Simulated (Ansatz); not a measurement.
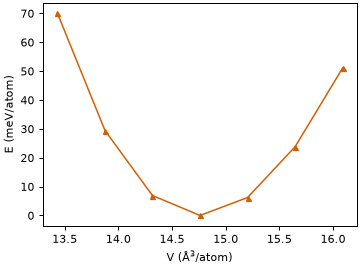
Figure: YN (rock salt, Fm-3m) under volume change, plane-wave PAW PBE (Ansatz code), scaled uniformly.

**Question.** What does a third-order Birch–Murnaghan fit give for V₀, B₀ and B′?

**Answer.** V₀ = 14.76 Å³/atom, B₀ = 159 GPa, B′ = 4.2.

Symmetry was held in the PBE relaxation. No spin polarisation was allowed.

Potentials: the later of the program's two PAW sets.
